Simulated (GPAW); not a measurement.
# O K ELNES/XANES of KTaO3 (Pm-3m) from DFT, part 3 of 4

How does the O K edge of KTaO3 (Pm-3m) move when the bonds are compressed or stretched?

GPAW 26.7.0; X-ray absorption from dipole matrix elements to empty bands, plane-wave PAW revPBE.

So far. Step 4 (Spectrum with FCH, O atom 3): The hole costs E(hole) − E(ground) = 530.74 eV, and the lowest empty level of the hole cell on the spectrum's mesh lies at 7.57 eV, which puts the zero at 538.31 eV. One term is added: -8.91 eV, since the hole is spin-paired here and a spin-polarised one costs that much less in the free atom (computed apart). The photon energy is then 529.40 eV. The functional and the charged cell's background leave an error of a few eV in such absolute values.

### Step 8. Spectrum with FCH, O atom 3

Shorter bonds are expected to push antibonding states and scattering resonances up, and longer ones down; the cell is scaled to test that.

Changed against the first core-hole run: volume scale from 1 to 0.97.

xas.py reads:

```python
import numpy as np
from ase import Atoms
from ase.parallel import parprint, paropen
from gpaw import GPAW, PW, FermiDirac, Mixer, MixerDif, setup_paths
from gpaw.test import gen
setup_paths.insert(0, '.')
gen('O', name='fch1s', xcname='revPBE', corehole=(1, 0, 1), write_xml=True)
from gpaw.mpi import world
world.barrier()

atoms = Atoms('Ta2K2O6',
    cell=[[3.94801139, 0, 3.94801139],
     [0, 3.94801139, 3.94801139],
     [-3.94801139, 0, 3.94801139]],
    scaled_positions=[[0, 0, 0],
     [0.5, 0, 0.5],
     [0.25, 0.5, 0.75],
     [0.75, 0.5, 0.25],
     [0.25, 0, 0.25],
     [0.75, 0, 0.75],
     [0.75, 0.5, 0.75],
     [0.25, 0.5, 0.25],
     [0.25, 0, 0.75],
     [0.75, 0, 0.25]],
    pbc=True)
atoms.calc = calc = GPAW(legacy_gpaw=True, mode=PW(500, force_complex_dtype=True), xc='revPBE', setups={4: 'fch1s'},
    kpts={'size': (4, 4, 4), 'gamma': True}, occupations=FermiDirac(0.02),
    charge=0, mixer=Mixer(0.1, 5, 50), maxiter=150,
    convergence={'density': 0.0001, 'eigenstates': 1e-6}, txt='scf.txt')
energy = atoms.get_potential_energy() + calc.get_reference_energy()
ef = calc.get_fermi_level()
out = dict(energy=energy, fermi=ef, forces=atoms.get_forces().tolist())
parprint(f'all-electron energy {energy:.4f} eV, Fermi level {ef:.4f} eV')
ev = np.array([[calc.get_eigenvalues(k, s) for k in range(len(calc.get_ibz_k_points()))] for s in range(calc.get_number_of_spins())])
out['homo'], out['lumo'], out['counts'] = ev[ev < ef].max(), ev[ev > ef].min(), sorted(set((ev < ef).sum((0, 2)).tolist()))
out['filled'] = (ev[:, 0] < ef).sum(1).tolist()

from ase.units import Ha
from gpaw.xas import dipole_matrix_elements
nb = int(calc.get_number_of_electrons() / 2) + 86
top, nb = nb, nb + 8 + nb // 12
nscf = calc.fixed_density(kpts={'size': (6, 6, 6), 'gamma': True}, nbands=nb,
    convergence={'bands': top, 'eigenstates': 5e-3}, maxiter=60, txt='nscf.txt')
cell = atoms.cell.array
ops = [cell.T @ U.T @ np.linalg.inv(cell.T) for U in nscf.wfs.kd.symmetry.op_scc]
filled = [40]  # bands filled in the ground state, by spin
E = np.arange(-6, 34, 0.1)
fwhm = np.interp(E, [4, 25], [0.9, 3.5])
Y, X, zero, highest = 0, 0, 1e9, 1e9
for spin in range(nscf.get_number_of_spins()):
    wfs = nscf.wfs
    mine = wfs.bd.get_slice()  # this rank's bands
    A = dipole_matrix_elements(wfs.setups[4])
    eps = np.zeros((wfs.kd.nibzkpts, nb))
    d = np.zeros((3, A.shape[1], wfs.kd.nibzkpts, nb), complex)
    for kpt in wfs.kpt_u:
        if kpt.s == spin and 4 in kpt.P_ani:
            eps[kpt.k, mine] = kpt.eps_n * Ha
            d[:, :, kpt.k, mine] = (kpt.weight * wfs.nspins / 2) ** 0.5 * np.inner(A, kpt.P_ani[4])
    world.sum(eps)
    world.sum(d)
    T = np.einsum('amkn,bmkn->abkn', d, d.conj()).real
    T = sum(np.einsum('ai,ijkn,bj->abkn', R, T, R) for R in ops) / len(ops)
    empty = np.ones_like(eps, bool) & (np.arange(nb) >= filled[spin])
    zero, highest = min(zero, eps[empty].min()), min(highest, eps[:, top - 1].min())
    lines = [(eps, T, empty)] if spin == 0 else lines + [(eps, T, empty)]
for eps, T, empty in lines:
    f = np.einsum('aakn->akn', T).reshape(3, -1)
    x = eps.ravel() - zero
    w = np.interp(x, E, fwhm) / 2.35482
    g = np.exp(-0.5 * ((E[:, None] - x) / w) ** 2) / (w * (2 * np.pi) ** 0.5)
    Y = Y + (f * empty.ravel()) @ g.T
    X = X + (f * ~empty.ravel()) @ g.T
out.update(E=E.round(2).tolist(), xas=Y.tolist(), xes=X.tolist(), zero=zero, valid=highest - zero, nk=len(eps), nb=nb)
for i in range(0, len(E), 10):
    parprint(f'{E[i]:7.2f}', *(f'{v:10.3e}' for v in Y[:, i]))
import json
with paropen('out.json', 'w') as f:
    json.dump(out, f)
```

The run is started by

```
> OMP_NUM_THREADS=1 mpirun -n 4 gpaw python xas.py
```

Numbers of over 12 decimals in the logs are rounded to 6 here.

What it wrote:

```text
Input parameters:
  convergence: {density: 0.0001,
                eigenstates: 1e-06}
  kpts: {gamma: True,
         size: (4, 4, 4)}
  maxiter: 150
  mixer: {backend: pulay,
          beta: 0.1,
          method: separate,
          nmaxold: 5,
          weight: 50}
  mode: {ecut: 500.0,
         force_complex_dtype: True,
         name: pw}
  occupations: {fixmagmom: False,
                name: fermi-dirac,
[...]
*p    :    -0.060364
*d    :     0.000000
--------------------------------

Diagonalizing with gridspacing h=0.050

state   all-electron     PAW
-------------------------------
2s:      -1.610682    -1.612130
2p:      -1.060364    -1.066633
*d:                   -0.064109
*f:                   -0.013753
-------------------------------
all-electron energy -892932.1450 eV, Fermi level 6.6699 eV
[...]
32.00  6.787e-05  6.787e-05  6.428e-05
  33.00  6.377e-05  6.377e-05  8.445e-05
[key lines of the parts left out:]
Converged after 16 iterations.
Dipole moment: (-0.000000, -0.000000, -0.549046) |e|*Ang
Free energy:    -98.106845
Fermi level: 6.66990
```

The job ended after 68 s (4 MPI ranks of Arm Neoverse V2, shared host; peak memory 0.37 GiB).

| E (eV) | first run | this run |
| --- | --- | --- |
| -2.0 | 0.00 | 0.00 |
| -1.0 | 0.00 | 0.00 |
| 0.0 | 0.04 | 0.04 |
| 1.0 | 0.48 | 0.42 |
| 2.0 | 1.59 | 1.52 |
| 3.0 | 0.93 | 1.00 |
| 4.0 | 0.37 | 0.48 |
| 5.0 | 0.57 | 0.39 |
| 6.0 | 0.95 | 0.91 |
| 7.0 | 1.73 | 1.68 |
| 8.0 | 2.67 | 2.52 |
| 9.0 | 2.08 | 2.23 |
| 10.0 | 0.97 | 1.20 |
| 11.0 | 0.86 | 0.83 |
| 12.0 | 1.25 | 1.17 |
| 13.0 | 1.38 | 1.36 |
| 14.0 | 1.13 | 1.23 |
| 15.0 | 0.70 | 0.83 |
| 16.0 | 0.39 | 0.46 |
| 17.0 | 0.32 | 0.32 |
| 18.0 | 0.45 | 0.40 |
| 19.0 | 0.69 | 0.61 |
| 20.0 | 0.99 | 0.89 |
| 21.0 | 1.16 | 1.12 |
| 22.0 | 1.03 | 1.09 |
| 23.0 | 0.71 | 0.81 |
| 24.0 | 0.44 | 0.52 |
| 25.0 | 0.32 | 0.35 |
| 26.0 | 0.32 | 0.30 |
| 27.0 | 0.44 | 0.37 |
| 28.0 | 0.64 | 0.53 |
| 29.0 | 0.85 | 0.74 |
| 30.0 | 1.03 | 0.93 |
| 31.0 | 1.17 | 1.07 |
| 32.0 | 1.26 | 1.18 |

Against the first run the r.m.s. difference is 9 %. The highest intensity below 16 eV goes from 8.1 eV (2.69) to 8.3 eV (2.56).

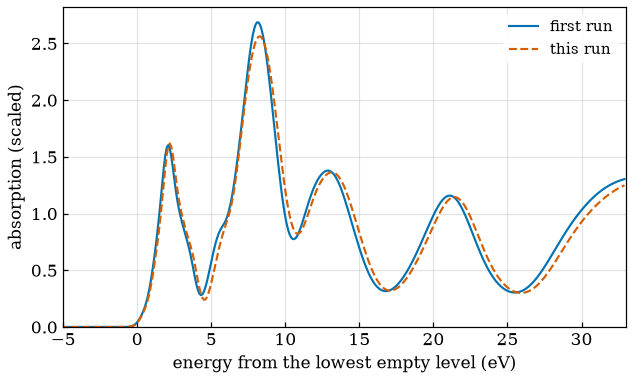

The effect of the change (volume scale from 1 to 0.97).

The photon energy of the zero moves by +0.06 eV.

### Step 9. Reference energy of the supercell

The cell changes for the next run, so it gets a reference energy of its own.

The cell differs from the one that the last finished run ended in (a 5.583 → 5.696 Å, b 5.583 → 5.696 Å, c 5.583 → 5.696 Å).

scf.py reads:

```python
import numpy as np
from ase import Atoms
from ase.parallel import parprint, paropen
from gpaw import GPAW, PW, FermiDirac, Mixer, MixerDif, setup_paths
from gpaw.test import gen
setup_paths.insert(0, '.')
gen('O', name='nch1s', xcname='revPBE', corehole=(1, 0, 0), write_xml=True)
from gpaw.mpi import world
world.barrier()

atoms = Atoms('Ta2K2O6',
    cell=[[4.02779069, 0, 4.02779069],
     [0, 4.02779069, 4.02779069],
     [-4.02779069, 0, 4.02779069]],
    scaled_positions=[[0, 0, 0],
     [0.5, 0, 0.5],
     [0.25, 0.5, 0.75],
     [0.75, 0.5, 0.25],
     [0.25, 0, 0.25],
     [0.75, 0, 0.75],
     [0.75, 0.5, 0.75],
     [0.25, 0.5, 0.25],
     [0.25, 0, 0.75],
     [0.75, 0, 0.25]],
    pbc=True)
atoms.calc = calc = GPAW(legacy_gpaw=True, mode=PW(500, force_complex_dtype=True), xc='revPBE', setups={4: 'nch1s'},
    kpts={'size': (4, 4, 4), 'gamma': True}, occupations=FermiDirac(0.02),
    charge=0, mixer=Mixer(0.1, 5, 50), maxiter=150,
    convergence={'density': 0.0001, 'eigenstates': 1e-6}, txt='scf.txt')
energy = atoms.get_potential_energy() + calc.get_reference_energy()
ef = calc.get_fermi_level()
out = dict(energy=energy, fermi=ef, forces=atoms.get_forces().tolist())
parprint(f'all-electron energy {energy:.4f} eV, Fermi level {ef:.4f} eV')
ev = np.array([[calc.get_eigenvalues(k, s) for k in range(len(calc.get_ibz_k_points()))] for s in range(calc.get_number_of_spins())])
out['homo'], out['lumo'], out['counts'] = ev[ev < ef].max(), ev[ev > ef].min(), sorted(set((ev < ef).sum((0, 2)).tolist()))
out['filled'] = (ev[:, 0] < ef).sum(1).tolist()
import json
with paropen('out.json', 'w') as f:
    json.dump(out, f)
```

The run is started by

```
> OMP_NUM_THREADS=1 mpirun -n 4 gpaw python scf.py
```

What it wrote:

```text
Input parameters:
  convergence: {density: 0.0001,
                eigenstates: 1e-06}
  kpts: {gamma: True,
         size: (4, 4, 4)}
  maxiter: 150
  mixer: {backend: pulay,
          beta: 0.1,
          method: separate,
          nmaxold: 5,
          weight: 50}
  mode: {ecut: 500.0,
         force_complex_dtype: True,
         name: pw}
  occupations: {fixmagmom: False,
                name: fermi-dirac,
[...]
2s(2) :    -0.881898     1.082464
*s    :     0.118102
2p(4) :    -0.329595     0.879738
*p    :     0.670405
*d    :     0.000000
--------------------------------

Diagonalizing with gridspacing h=0.050

state   all-electron     PAW
-------------------------------
2s:      -0.881898    -0.883008
2p:      -0.329595    -0.333354
*d:                    0.048653
*f:                    0.076486
-------------------------------
all-electron energy -893463.0525 eV, Fermi level 5.7968 eV
[key lines of the parts left out:]
Converged after 19 iterations.
Dipole moment: (-0.000000, -0.000000, 0.000000) |e|*Ang
Free energy:    -73.912500
Fermi level: 5.79685
```

Wall time 23 s (4 MPI ranks); peak memory 0.25 GiB; 92 s of CPU time.

Reference energy: -893463.052 eV with the cores included.

### Step 10. Spectrum with FCH, O atom 3

Shorter bonds are expected to push antibonding states and scattering resonances up, and longer ones down; the cell is scaled to test that.

Changed against the first core-hole run: volume scale from 1 to 1.03.

xas.py: that of step 8 with these lines changed.

```diff
@@ -11,5 +11,5 @@
 atoms = Atoms('Ta2K2O6',
-    cell=[[3.94801139, 0, 3.94801139],
-     [0, 3.94801139, 3.94801139],
-     [-3.94801139, 0, 3.94801139]],
+    cell=[[4.02779069, 0, 4.02779069],
+     [0, 4.02779069, 4.02779069],
+     [-4.02779069, 0, 4.02779069]],
     scaled_positions=[[0, 0, 0],
@@ -39,3 +39,3 @@
 from gpaw.xas import dipole_matrix_elements
-nb = int(calc.get_number_of_electrons() / 2) + 86
+nb = int(calc.get_number_of_electrons() / 2) + 91
 top, nb = nb, nb + 8 + nb // 12
```

The run is started by

```
> OMP_NUM_THREADS=1 mpirun -n 4 gpaw python xas.py
```

What it wrote:

```text
Input parameters:
  convergence: {density: 0.0001,
                eigenstates: 1e-06}
  kpts: {gamma: True,
         size: (4, 4, 4)}
  maxiter: 150
  mixer: {backend: pulay,
          beta: 0.1,
          method: separate,
          nmaxold: 5,
          weight: 50}
  mode: {ecut: 500.0,
         force_complex_dtype: True,
         name: pw}
  occupations: {fixmagmom: False,
                name: fermi-dirac,
[...]
*p    :    -0.060364
*d    :     0.000000
--------------------------------

Diagonalizing with gridspacing h=0.050

state   all-electron     PAW
-------------------------------
2s:      -1.610682    -1.612130
2p:      -1.060364    -1.066633
*d:                   -0.064109
*f:                   -0.013753
-------------------------------
all-electron energy -892932.0054 eV, Fermi level 6.1072 eV
[...]
32.00  6.496e-05  6.496e-05  9.138e-05
  33.00  5.963e-05  5.963e-05  1.065e-04
[key lines of the parts left out:]
Converged after 16 iterations.
Dipole moment: (-0.000000, -0.000000, -0.557428) |e|*Ang
Free energy:    -97.967206
Fermi level: 6.10722
```

The job ended after 66 s (4 MPI ranks; peak memory 0.38 GiB; 4.4 min of CPU time).

| E (eV) | first run | this run |
| --- | --- | --- |
| -2.0 | 0.00 | 0.00 |
| -1.0 | 0.00 | 0.00 |
| 0.0 | 0.04 | 0.05 |
| 1.0 | 0.48 | 0.54 |
| 2.0 | 1.59 | 1.59 |
| 3.0 | 0.93 | 0.88 |
| 4.0 | 0.37 | 0.34 |
| 5.0 | 0.57 | 0.75 |
| 6.0 | 0.95 | 0.98 |
| 7.0 | 1.73 | 1.83 |
| 8.0 | 2.67 | 2.75 |
| 9.0 | 2.08 | 1.83 |
| 10.0 | 0.97 | 0.84 |
| 11.0 | 0.86 | 0.95 |
| 12.0 | 1.25 | 1.31 |
| 13.0 | 1.38 | 1.35 |
| 14.0 | 1.13 | 1.00 |
| 15.0 | 0.70 | 0.58 |
| 16.0 | 0.39 | 0.34 |
| 17.0 | 0.32 | 0.34 |
| 18.0 | 0.45 | 0.50 |
| 19.0 | 0.69 | 0.78 |
| 20.0 | 0.99 | 1.07 |
| 21.0 | 1.16 | 1.16 |
| 22.0 | 1.03 | 0.94 |
| 23.0 | 0.71 | 0.61 |
| 24.0 | 0.44 | 0.39 |
| 25.0 | 0.32 | 0.31 |
| 26.0 | 0.32 | 0.36 |
| 27.0 | 0.44 | 0.52 |
| 28.0 | 0.64 | 0.75 |
| 29.0 | 0.85 | 0.96 |
| 30.0 | 1.03 | 1.13 |
| 31.0 | 1.17 | 1.25 |
| 32.0 | 1.26 | 1.31 |

Against the first run the r.m.s. difference is 9 %. The highest intensity below 16 eV goes from 8.1 eV (2.69) to 8.0 eV (2.75).

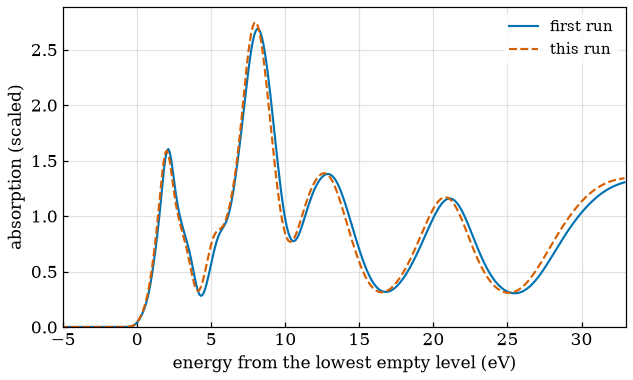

The effect of the change (volume scale from 1 to 1.03).

The photon energy of the zero moves by -0.07 eV.

### Step 11. Reference energy of the supercell

The cell changes for the next run, so it gets a reference energy of its own.

The cell differs from the one that the last finished run ended in (a 5.696 → 5.751 Å, b 5.696 → 5.751 Å, c 5.696 → 5.751 Å).

scf.py: that of step 9 with these lines changed.

```diff
@@ -11,5 +11,5 @@
 atoms = Atoms('Ta2K2O6',
-    cell=[[4.02779069, 0, 4.02779069],
-     [0, 4.02779069, 4.02779069],
-     [-4.02779069, 0, 4.02779069]],
+    cell=[[4.06652182, 0, 4.06652182],
+     [0, 4.06652182, 4.06652182],
+     [-4.06652182, 0, 4.06652182]],
     scaled_positions=[[0, 0, 0],
```

The run is started by

```
> OMP_NUM_THREADS=1 mpirun -n 4 gpaw python scf.py
```

What it wrote:

```text
Input parameters:
  convergence: {density: 0.0001,
                eigenstates: 1e-06}
  kpts: {gamma: True,
         size: (4, 4, 4)}
  maxiter: 150
  mixer: {backend: pulay,
          beta: 0.1,
          method: separate,
          nmaxold: 5,
          weight: 50}
  mode: {ecut: 500.0,
         force_complex_dtype: True,
         name: pw}
  occupations: {fixmagmom: False,
                name: fermi-dirac,
[...]
2s(2) :    -0.881898     1.082464
*s    :     0.118102
2p(4) :    -0.329595     0.879738
*p    :     0.670405
*d    :     0.000000
--------------------------------

Diagonalizing with gridspacing h=0.050

state   all-electron     PAW
-------------------------------
2s:      -0.881898    -0.883008
2p:      -0.329595    -0.333354
*d:                    0.048653
*f:                    0.076486
-------------------------------
all-electron energy -893463.0764 eV, Fermi level 5.5131 eV
[key lines of the parts left out:]
Converged after 21 iterations.
Dipole moment: (-0.000000, -0.000000, -0.000000) |e|*Ang
Free energy:    -73.936446
Fermi level: 5.51310
```

Elapsed: 25 s, on 4 MPI ranks; peak memory 0.25 GiB.

Reference energy: -893463.076 eV with the cores included.

(Part 3 of 4 ends here.)

[Banner, clock and machine lines of the logs are left out without a mark of their own.]

[Logs are printed without paths, hosts, clocks, repeated set-up lines and the standing remarks that a program may print on its own settings, such as how far it seeks lower states.]

[Hosts, paths, dates, database ids (printed as entryN), source tags and the programs' standing remarks are cut or masked in the printed files.]

[Lists of maxima count a maximum above −3 eV only where it reaches 4 % of the highest in the window and stands out from its surroundings by 2 % of it (1.5 % where it reaches 55 %); shoulders and weaker maxima are passed over, and of the rest the first, up to two pre-edge ones and the few strongest are named.]
